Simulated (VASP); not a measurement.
Band structure of BaS (rock salt). All values below come from PBE GGA with D3 dispersion (Becke-Johnson damping), VASP's PBE PAW potentials (set 64) (plane waves; VASP 6.6.1).

Unless said otherwise, spin-orbit coupling is left out, though it shifts the bands of the heavy elements here.

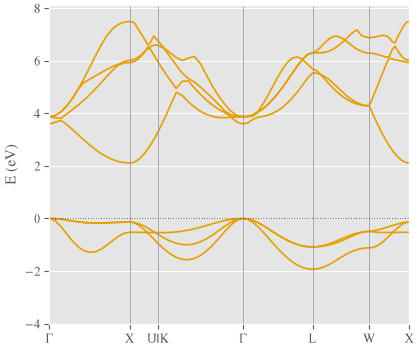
Figure. Bands along high-symmetry lines, zero at the valence-band maximum or, without a gap, the Fermi level

Problem. Read the plot: is there a gap, and where are the band edges?

Solution. The gap is indirect, 2.11 eV, from the valence maximum at Γ to the conduction minimum at X. (Edges off the drawn lines would not show.)

The compound is BaS in the rock salt structure. The cell was not relaxed at this level.
